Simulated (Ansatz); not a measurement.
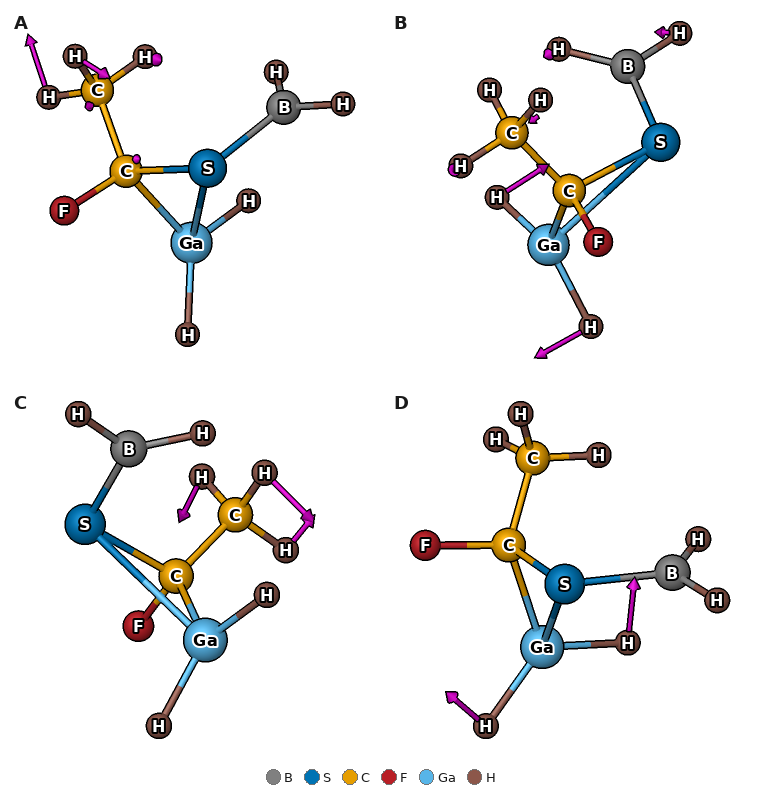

4 normal modes of one molecule or complex, as arrows. Harmonic vibrations computed with RKS PBE0-D4/def2-TZVP (Ansatz 0.2.0) at a stationary point of the same level.

Question: Match the panels to the wavenumbers 256 cm⁻¹, 723 cm⁻¹, 1063 cm⁻¹, 1469 cm⁻¹.

Answer: A: 1063 cm⁻¹, C–C–H bending
B: 256 cm⁻¹, H–Ga–S bending
C: 1469 cm⁻¹, H–C–H bending
D: 723 cm⁻¹, angle bending
